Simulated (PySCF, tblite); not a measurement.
**C5H12Si2: a rotation path, then NMR shifts on frames, part 1 of 2**

Aim: move C5H12Si2 (`C=C(C)/C([SiH3])=C\[SiH3]`) away from its starting geometry and see how NMR shifts follow the geometry.

Computed with tblite 0.8.0 and PySCF 2.14.0, with density-fitted response routines of our own, on a single molecule in the gas phase. Atoms are numbered from 0 throughout.

## Step 1: The molecule as given

19 atoms, charge 0, multiplicity 1; geometry from: GFN2-xTB.

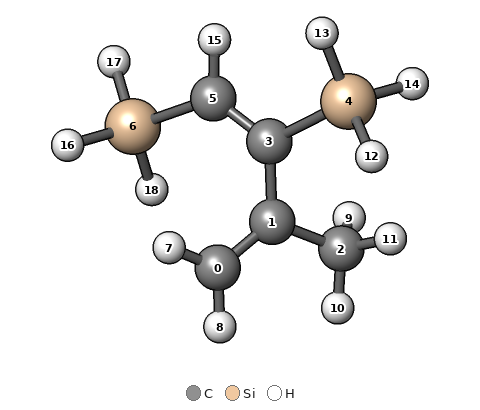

As it starts; carbon grey, silicon light orange, hydrogen white, atoms numbered.

## Step 2: A band between two rotamers with GFN2-xTB

What the job is given:

```
{"job": {"kind": "neb", "xc": "GFN2-xTB", "basis": "xTB", "atoms": [2, 1, 3, 4], "turn": 180}, "charge": 0, "multiplicity": 1}
C     -1.767196    -0.329142     0.682851
C     -0.893809     0.257980    -0.125689
C     -1.193958     1.538197    -0.845428
C      0.418893    -0.342247    -0.402522
Si     0.826306    -0.728246    -2.211953
C      1.289112    -0.608148     0.577629
Si     1.101461    -0.227050     2.409780
H     -1.544842    -1.264417     1.167331
H     -2.740551     0.092257     0.873081
H     -0.425784     2.279123    -0.624586
H     -2.162330     1.933440    -0.547961
H     -1.196731     1.373038    -1.922690
H     -0.387931    -1.178530    -2.898309
H      1.845276    -1.778282    -2.244116
H      1.341717     0.473230    -2.877791
H      2.228188    -1.073677     0.295090
H      0.581318    -1.404000     3.114688
H      2.441316     0.072709     2.929298
H      0.229742     0.923014     2.643837
```

With the program's defaults for keys left out, this is: GFN2-xTB climbing-image nudged elastic band, gas phase.

Started as:

```bash
$ OMP_NUM_THREADS=1 python probes_run.py task.json out
```

The driver reads the jobs from task.json and runs them one after another.

The log of the run:

```text
image   E - E0 / eV
  0       0.0000
  1       0.0298
  2       0.1281
  3       0.2290
  4       0.2609
  5       0.1741
  6       0.0885
  7       0.0456
  8       0.0251
```

Run time: 6.8 s. Hardware: 1 thread, shared host.

The final band, with the dihedral C2–C1–C3–Si4:

| image | dihedral (°) | energy (eV) | energy (kcal/mol) |
| --- | --- | --- | --- |
| 0 | -57 | 0.000 | 0.0 |
| 1 | -36 | 0.030 | 0.7 |
| 2 | -18 | 0.128 | 3.0 |
| 3 | 1 | 0.229 | 5.3 |
| 4 | 17 | 0.261 | 6.0 |
| 5 | 38 | 0.174 | 4.0 |
| 6 | 59 | 0.088 | 2.0 |
| 7 | 79 | 0.046 | 1.1 |
| 8 | 97 | 0.025 | 0.6 |

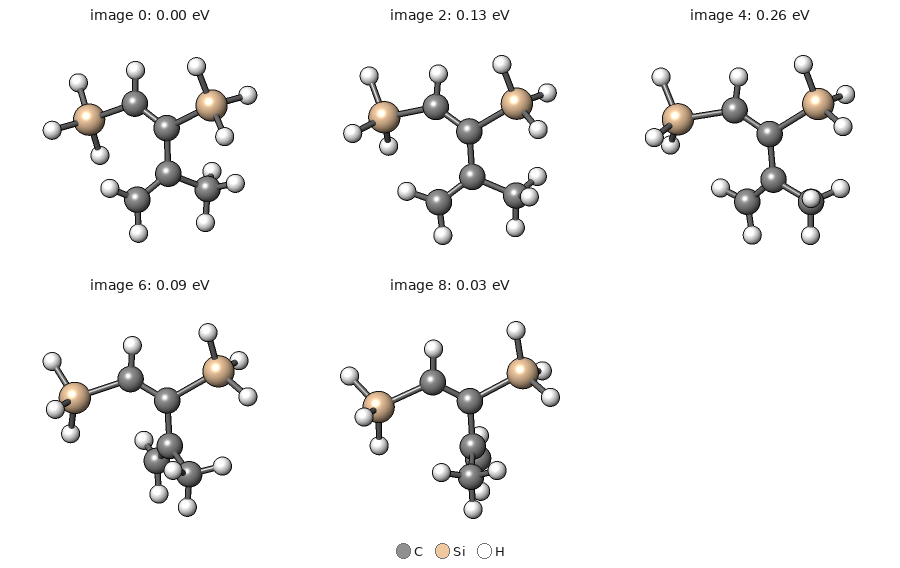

Images along the band.

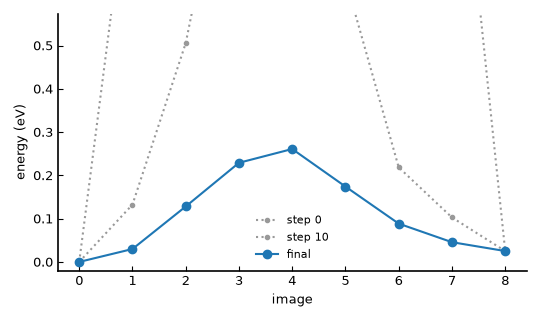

Energy along the band, early and final.

## Step 3: Nuclear shieldings: image 0, PBE0/pcSseg-1

What the job is given:

```
{"job": {"kind": "nmr", "xc": "PBE0", "basis": "pcSseg-1", "pop": false}, "charge": 0, "multiplicity": 1}
C     -1.767200    -0.329100     0.682900
C     -0.893800     0.258000    -0.125700
C     -1.194000     1.538200    -0.845400
C      0.418900    -0.342200    -0.402500
Si     0.826300    -0.728200    -2.212000
C      1.289100    -0.608100     0.577600
Si     1.101500    -0.227000     2.409800
H     -1.544800    -1.264400     1.167300
H     -2.740600     0.092300     0.873100
H     -0.425800     2.279100    -0.624600
H     -2.162300     1.933400    -0.548000
H     -1.196700     1.373000    -1.922700
H     -0.387900    -1.178500    -2.898300
H      1.845300    -1.778300    -2.244100
H      1.341700     0.473200    -2.877800
H      2.228200    -1.073700     0.295100
H      0.581300    -1.404000     3.114700
H      2.441300     0.072700     2.929300
H      0.229700     0.923000     2.643800
```

Method: GIAO PBE0/pcSseg-1 NMR shielding, non-relativistic, gas phase.

The log of the run:

```text
coarse grid: 16120 points
cycle   1  E = -776.0590798050  dE =  4.792e-01  |g| = 3.913e-01  |ddm| = 3.910e+00
cycle   2  E = -776.0552113223  dE =  3.868e-03  |g| = 4.078e-01  |ddm| = 8.081e-01
cycle   3  E = -776.1005370792  dE = -4.533e-02  |g| = 3.379e-02  |ddm| = 4.767e-01
cycle   4  E = -776.1007625034  dE = -2.254e-04  |g| = 2.084e-02  |ddm| = 6.280e-02
cycle   5  E = -776.1008712573  dE = -1.088e-04  |g| = 5.900e-03  |ddm| = 2.602e-02
cycle   6  E = -776.1008790009  dE = -7.744e-06  |g| = 2.521e-03  |ddm| = 8.282e-03
final grid: 144360 points
cycle   7  E = -776.1423434922  dE = -2.544e-05  |g| = 8.734e-03  |ddm| = 3.018e-02
cycle   8  E = -776.1423151737  dE =  2.832e-05  |g| = 1.341e-02  |ddm| = 2.389e-02
cycle   9  E = -776.1423634617  dE = -4.829e-05  |g| = 2.421e-03  |ddm| = 1.526e-02
cycle  10  E = -776.1423649269  dE = -1.465e-06  |g| = 2.161e-04  |ddm| = 2.169e-03
cycle  11  E = -776.1423649373  dE = -1.046e-08  |g| = 7.645e-05  |ddm| = 3.304e-04
cycle  12  E = -776.1423649387  dE = -1.334e-09  |g| = 2.291e-05  |ddm| = 9.436e-05
cycle  13  E = -776.1423649388  dE = -1.260e-10  |g| = 4.224e-06  |ddm| = 2.980e-05
converged SCF energy = -776.1423649388

GIAO shielding tensors (ppm)
atom      isotropic    diamagn.    paramagn.     s11        s22        s33       span
  0 C       69.192     255.231    -186.039    -24.864     83.878    148.562    173.426
  1 C       26.677     263.154    -236.477    -91.425     23.613    147.842    239.267
  2 C      161.080     248.138     -87.058    148.742    150.726    183.772     35.029
  3 C       15.927     261.570    -245.643    -95.331     -8.234    151.347    246.678
  4 Si     417.415     881.651    -464.237    363.260    424.974    464.010    100.750
  5 C       43.337     258.538    -215.201    -65.077     33.311    161.777    226.854
  6 Si     436.485     880.984    -444.499    409.584    433.365    466.506     56.921
  7 H       26.781      33.829      -7.049     23.178     26.536     30.628      7.449
  8 H       26.605      32.127      -5.522     24.048     25.875     29.892      5.843
  9 H       29.917      30.820      -0.903     26.694     28.434     34.624      7.931
 10 H       29.680      30.416      -0.736     25.910     28.257     34.873      8.963
 11 H       29.587      30.104      -0.518     25.359     29.261     34.140      8.782
 12 H       27.490      29.661      -2.171     24.087     26.600     31.783      7.696
 13 H       27.638      29.725      -2.087     24.368     26.451     32.094      7.726
 14 H       27.209      29.618      -2.410     24.255     25.821     31.550      7.294
 15 H       25.212      32.899      -7.687     23.090     23.434     29.111      6.021
 16 H       27.478      29.511      -2.033     24.111     25.789     32.533      8.422
 17 H       27.706      29.085      -1.379     24.484     25.694     32.939      8.456
 18 H       27.470      30.212      -2.742     23.766     28.151     30.493      6.727
```

Wall time 32 s (1 thread, shared host).

Shifts follow as δ = σ(reference) − σ, with reference shieldings (ppm) from runs at the same level and on the same kind of geometry: ¹H TMS 31.72, ¹³C TMS 186.9, ²⁹Si TMS 349.2. The references are single molecules in the gas phase. Each atom is listed at this fixed geometry, with no averaging over motion; a spectrum would average atoms that exchange fast.

| atoms | environment | σ (ppm) | δ (ppm) |
| --- | --- | --- | --- |
| C3 | fully substituted alkene carbon | 15.9 | 171.0 |
| C1 | fully substituted alkene carbon | 26.7 | 160.2 |
| C5 | alkene CH | 43.3 | 143.6 |
| C0 | terminal =CH2 carbon | 69.2 | 117.7 |
| C2 | allylic methyl carbon | 161.1 | 25.8 |
| H15 | hydrogen on an alkene CH | 25.21 | 6.50 |
| H8 | hydrogen on a terminal =CH2 carbon | 26.61 | 5.11 |
| H7 | hydrogen on a terminal =CH2 carbon | 26.78 | 4.94 |
| H14 | hydrogen on a silicon bonded to C | 27.21 | 4.51 |
| H18 | hydrogen on a silicon bonded to C | 27.47 | 4.25 |
| H16 | hydrogen on a silicon bonded to C | 27.48 | 4.24 |
| H12 | hydrogen on a silicon bonded to C | 27.49 | 4.23 |
| H13 | hydrogen on a silicon bonded to C | 27.64 | 4.08 |
| H17 | hydrogen on a silicon bonded to C | 27.71 | 4.01 |
| H11 | hydrogen on an allylic methyl carbon | 29.59 | 2.13 |
| H10 | hydrogen on an allylic methyl carbon | 29.68 | 2.04 |
| H9 | hydrogen on an allylic methyl carbon | 29.92 | 1.80 |
| Si4 | silicon bonded to C, 3 H | 417.4 | -68.3 |
| Si6 | silicon bonded to C, 3 H | 436.5 | -87.3 |

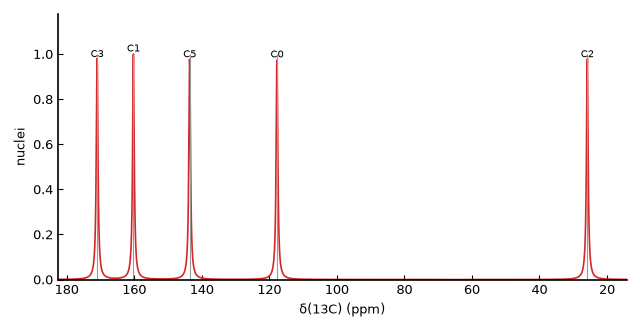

¹³C lines at the computed shifts, without couplings. Lines are broadened to a width of 0.58 ppm (Lorentzian).

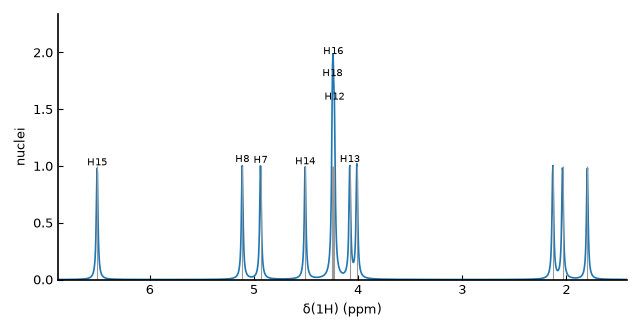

¹H lines at the computed shifts, without couplings. Lines are broadened to a width of 0.02 ppm (Lorentzian).

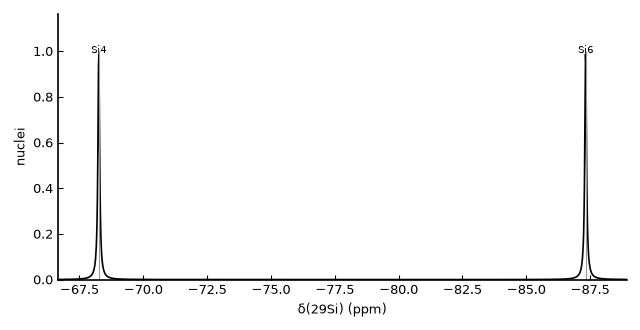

²⁹Si lines at the computed shifts, without couplings. Lines are broadened to a width of 0.08 ppm (Lorentzian).

## Step 4: NMR shieldings: image 2, PBE0/pcSseg-1

What the job is given:

```
{"job": {"kind": "nmr", "xc": "PBE0", "basis": "pcSseg-1", "pop": false}, "charge": 0, "multiplicity": 1}
C     -1.650600     0.184900     0.988900
C     -0.933500     0.365900    -0.118100
C     -1.507300     1.180600    -1.243200
C      0.376100    -0.248200    -0.355300
Si     1.003900    -0.414900    -2.142900
C      1.216200    -0.646100     0.617800
Si     1.153800    -0.567500     2.496200
H     -1.332100    -0.450600     1.793400
H     -2.608000     0.664200     1.115500
H     -0.777600     1.883700    -1.638200
H     -2.384600     1.730400    -0.910800
H     -1.811500     0.520500    -2.055000
H     -0.053600    -0.789800    -3.084200
H      2.040000    -1.448900    -2.167500
H      1.591600     0.863400    -2.563400
H      2.140900    -1.100300     0.272000
H      0.427700    -1.734400     3.017400
H      2.540600    -0.653400     2.968600
H      0.558300     0.669500     3.001300
```

Method: GIAO PBE0/pcSseg-1 NMR shielding, non-relativistic, gas phase.

The log of the run:

```text
coarse grid: 16120 points
cycle   1  E = -776.0552950894  dE =  4.863e-01  |g| = 3.841e-01  |ddm| = 3.951e+00
cycle   2  E = -776.0521493577  dE =  3.146e-03  |g| = 3.974e-01  |ddm| = 8.079e-01
cycle   3  E = -776.0951465410  dE = -4.300e-02  |g| = 3.346e-02  |ddm| = 4.682e-01
cycle   4  E = -776.0953803799  dE = -2.338e-04  |g| = 2.008e-02  |ddm| = 6.556e-02
cycle   5  E = -776.0954832223  dE = -1.028e-04  |g| = 5.380e-03  |ddm| = 2.642e-02
cycle   6  E = -776.0954901561  dE = -6.934e-06  |g| = 2.207e-03  |ddm| = 8.105e-03
final grid: 144360 points
cycle   7  E = -776.1369504571  dE = -3.022e-05  |g| = 7.775e-03  |ddm| = 3.448e-02
cycle   8  E = -776.1369363924  dE =  1.406e-05  |g| = 1.045e-02  |ddm| = 1.971e-02
cycle   9  E = -776.1369661564  dE = -2.976e-05  |g| = 2.080e-03  |ddm| = 1.259e-02
cycle  10  E = -776.1369672525  dE = -1.096e-06  |g| = 2.646e-04  |ddm| = 2.081e-03
cycle  11  E = -776.1369672678  dE = -1.533e-08  |g| = 1.007e-04  |ddm| = 3.665e-04
cycle  12  E = -776.1369672701  dE = -2.285e-09  |g| = 3.667e-05  |ddm| = 1.242e-04
cycle  13  E = -776.1369672704  dE = -3.183e-10  |g| = 1.137e-05  |ddm| = 4.375e-05
converged SCF energy = -776.1369672704

GIAO shielding tensors (ppm)
atom      isotropic    diamagn.    paramagn.     s11        s22        s33       span
  0 C       66.127     256.986    -190.859    -28.752     75.079    152.054    180.806
  1 C       34.821     259.963    -225.142    -82.286     34.126    152.623    234.909
  2 C      159.879     248.523     -88.644    139.768    155.778    184.092     44.324
  3 C       22.119     260.028    -237.909    -90.883      0.998    156.242    247.125
  4 Si     416.678     881.671    -464.993    355.793    429.314    464.926    109.133
  5 C       42.528     258.811    -216.283    -71.277     34.042    164.819    236.096
  6 Si     435.221     881.084    -445.863    404.153    434.144    467.365     63.211
  7 H       26.685      35.162      -8.478     23.439     26.878     29.737      6.298
  8 H       26.223      31.979      -5.756     24.089     25.192     29.388      5.299
  9 H       29.772      30.794      -1.022     25.766     29.395     34.155      8.389
 10 H       29.716      30.010      -0.294     25.517     28.837     34.793      9.276
 11 H       29.202      30.167      -0.965     25.364     28.414     33.828      8.464
 12 H       27.246      29.839      -2.594     23.205     27.101     31.431      8.226
 13 H       27.699      29.782      -2.083     24.226     26.764     32.108      7.881
 14 H       27.243      29.564      -2.321     24.462     25.606     31.662      7.200
 15 H       24.890      32.955      -8.065     22.036     22.329     30.304      8.268
 16 H       27.331      29.642      -2.311     24.119     25.583     32.292      8.173
 17 H       27.579      28.963      -1.385     23.978     25.925     32.833      8.855
 18 H       27.461      30.146      -2.685     24.182     27.069     31.133      6.952
```

Wall time 32 s (1 thread, shared host).

In short: δ C3 164.8, C1 152.1, C5 144.4, C0 120.8, H15 6.83, H8 5.49 ppm.

(Continued in part 2 of 2.)
